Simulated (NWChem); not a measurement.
# BSiH2F2 (SMILES FB(F)[SiH2]): levels of theory compared

Wanted: a comparison of 3 runs (UHF/STO-3G, UHF/3-21G, UB3LYP/6-31G*) of BSiH2F2. 

The calculation is run with NWChem 7.3.0.

## (1) The molecule

BSiH2F2: 6 atoms, total charge 0, spin state doublet. As SMILES, `FB(F)[SiH2]`. The coordinates come from a GFN2-xTB relaxation.

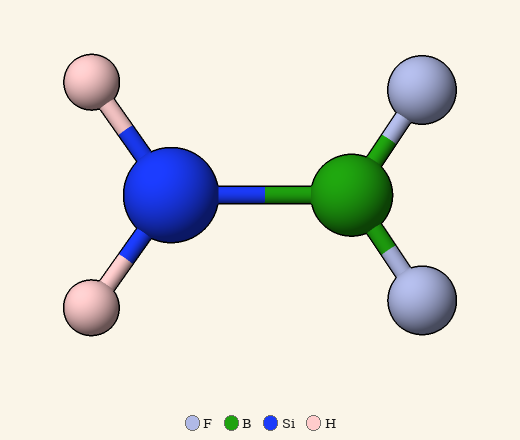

Viewed from a chosen angle; fluorine light blue, boron green, silicon blue, hydrogen pink.

## (2) Energy and forces at UHF/STO-3G (run 1)

run.nw reads:

```
start run
title "BF2H2Si"
memory total 2200 mb
charge 0

geometry units angstroms noautosym nocenter noautoz
F      1.138830    -0.662010     1.575080
B      0.528980    -0.732460     0.385910
F      0.712660    -1.911280    -0.220160
Si    -0.490810     0.686850    -0.361790
H     -1.171950     0.637840    -1.650550
H     -0.717730     1.981070     0.271500
end

basis spherical bse
F library STO-3G
B library STO-3G
Si library STO-3G
H library STO-3G
end

scf
doublet
uhf
thresh 1e-08
maxiter 80
print low
end

task scf gradient
```

Command:

```console
$ nwchem run.nw > run.out
```

Log:

```text
[...]
  functions       =    26
[...]
  wavefunction    = UHF
[...]
         Total SCF energy =   -507.265133866023
      One electron energy =   -985.309290554967
      Two electron energy =    340.058386442428
 Nuclear repulsion energy =    137.985770246516
                       Sz =      0.5000
                 Sz(Sz+1) =      0.7500
                      S^2 =      0.7638
[...]
                         UHF ENERGY GRADIENTS
    atom               coordinates                        gradient
                 x          y          z           x          y          z
   1 F       2.152077  -1.251018   2.976470    0.013015  -0.004027   0.021172
   2 B       0.999627  -1.384149   0.729264   -0.023820   0.033797  -0.017994
   3 F       1.346732  -3.611795  -0.416042    0.006348  -0.023258  -0.006665
   4 Si     -0.927496   1.297958  -0.683684    0.022638  -0.031878   0.016902
   5 H      -2.214664   1.205343  -3.119087   -0.011768   0.004668  -0.018114
   6 H      -1.356313   3.743679   0.513061   -0.006412   0.020698   0.004700
 Task  times  cpu:        1.3s     wall:        1.3s
 Total times  cpu:        1.3s     wall:        1.3s
```

Run time: 1.8 s. Hardware: 1 thread of Intel Xeon Platinum 8488C (Sapphire Rapids), shared host; peak memory 0.099 GiB.

## (3) Energy and gradient at UHF/3-21G (run 2)

struct.xyz reads:

```xyz
6

F      1.138830    -0.662010     1.575080
B      0.528980    -0.732460     0.385910
F      0.712660    -1.911280    -0.220160
Si    -0.490810     0.686850    -0.361790
H     -1.171950     0.637840    -1.650550
H     -0.717730     1.981070     0.271500
```

struct.nw reads:

```
start struct
memory stack 880 mb heap 220 mb global 1100 mb

geometry units angstroms noautosym nocenter noautoz
load struct.xyz
end

basis spherical bse
* library 3-21G
end

scf
nopen 1
uhf
thresh 1e-08
maxiter 80
end

task scf gradient
```

Command:

```console
$ nwchem struct.nw > struct.out
```

Log:

```text
[...]
  functions       =    44
[...]
  wavefunction    = UHF
[...]
         Total SCF energy =   -510.996626871556
      One electron energy =   -985.082363688430
      Two electron energy =    336.099966570358
 Nuclear repulsion energy =    137.985770246516
                       Sz =      0.5000
                 Sz(Sz+1) =      0.7500
                      S^2 =      0.7624
[...]
                         UHF ENERGY GRADIENTS
    atom               coordinates                        gradient
                 x          y          z           x          y          z
   1 F       2.152077  -1.251018   2.976470   -0.001245  -0.006664  -0.007474
   2 B       0.999627  -1.384149   0.729264   -0.015625   0.022042  -0.011811
   3 F       1.346732  -3.611795  -0.416042    0.002532   0.004704   0.008672
   4 Si     -0.927496   1.297958  -0.683684    0.015496  -0.021770   0.011494
   5 H      -2.214664   1.205343  -3.119087    0.001252   0.006167   0.007237
   6 H      -1.356313   3.743679   0.513061   -0.002411  -0.004480  -0.008117
[...]
```

Wall time 2.2 s (1 thread of Intel Xeon Platinum 8488C (Sapphire Rapids), shared host); peak memory 0.099 GiB.

## (4) Energy and gradient at UB3LYP/6-31G(d) (Cartesian functions) (run 3)

bf2h2si.nw reads:

```
start bf2h2si
memory 2200 mb
charge 0
geometry units bohr noautosym nocenter noautoz
  F      2.15207680    -1.25101759     2.97646982
  B      0.99962733    -1.38414880     0.72926421
  F      1.34673222    -3.61179575    -0.41604210
  Si    -0.92749648     1.29795839    -0.68368401
  H     -2.21466453     1.20534291    -3.11908746
  H     -1.35631313     3.74367973     0.51306064
end
basis cartesian
  * library 6-31G*
end
dft
  xc b3lyp
  mult 2
  grid xfine
  convergence energy 1e-08
  maxiter 100
  mulliken
end
task dft gradient
```

Command:

```console
$ nwchem bf2h2si.nw > bf2h2si.out
```

Log:

```text
[...]
          Wavefunction type:  spin polarized.
          No. of atoms     :     6
          No. of electrons :    39
[...]
          Charge           :     0
          Spin multiplicity:     2
[...]
          AO basis - number of functions:    68
[...]
              XC Information
              --------------
                         B3LYP Method XC Potential
                     Hartree-Fock (Exact) Exchange  0.200
                        Slater Exchange Functional  0.800 local
                    Becke 1988 Exchange Functional  0.720 non-local
              Lee-Yang-Parr Correlation Functional  0.810
                  VWN I RPA Correlation Functional  0.190 local
[...]
 d= 0,ls=0.0,diis     1   -515.1932517113 -6.53D+02  9.44D-03  1.96D-01     2.6
[...]
 d= 0,ls=0.0,diis    10   -515.2860332624 -4.59D-09  2.63D-07  2.89D-10    25.1
[...]
         Total DFT energy =     -515.286033262384
      One electron energy =     -988.887841414191
           Coulomb energy =      382.349651595565
    Exchange-Corr. energy =      -46.733603838259
 Nuclear repulsion energy =      137.985760394502
[...]
      <S2> =      0.7530 (Exact =     0.7500)
[...]
  wavefunction    = open shell
                         DFT ENERGY GRADIENTS
    atom               coordinates                        gradient
                 x          y          z           x          y          z
   1 F       2.152077  -1.251018   2.976470    0.005186  -0.008525   0.002946
   2 B       0.999627  -1.384149   0.729264   -0.023870   0.033510  -0.017808
   3 F       1.346732  -3.611796  -0.416042    0.005695  -0.006818   0.005258
   4 Si     -0.927496   1.297958  -0.683684    0.012007  -0.016867   0.008912
   5 H      -2.214665   1.205343  -3.119087    0.002282   0.004566   0.007860
   6 H      -1.356313   3.743680   0.513061   -0.001299  -0.005865  -0.007168
[...]
```

Wall time 31 s (1 thread of Intel Xeon Platinum 8488C (Sapphire Rapids), shared host); peak memory 0.13 GiB.

## (5) All runs side by side

| run | level | Cartesian functions | iteration cap | energy (Eh) | ⟨S²⟩ | largest force (eV/Å) | wall time |
| --- | --- | --- | --- | --- | --- | --- | --- |
| 1 | UHF/STO-3G | no | 80 | -507.265134 | 0.764 | 2.319 | 1.8 s |
| 2 | UHF/3-21G | no | 80 | -510.996627 | 0.762 | 1.516 | 2.2 s |
| 3 | UB3LYP/6-31G* (Cartesian functions) | yes | 100 | -515.286033 | 0.753 | 2.305 | 31 s |

## (6) What came out

| quantity | value |
| --- | --- |
| run 3: total energy | -515.28603 Eh |
| run 3: dipole moment | 1.38 D |
| run 3: HOMO energy (highest over α and β) | -5.98 eV |
| run 3: LUMO energy (lowest over α and β) | -3.34 eV |
| run 3: ⟨S²⟩ | 0.753 |
| run 3: largest force on an atom | 2.305 eV/Å |

**Reading.** In run 1 the basis is minimal, so the values are rough. All runs together took 35 s, the longest 31 s.
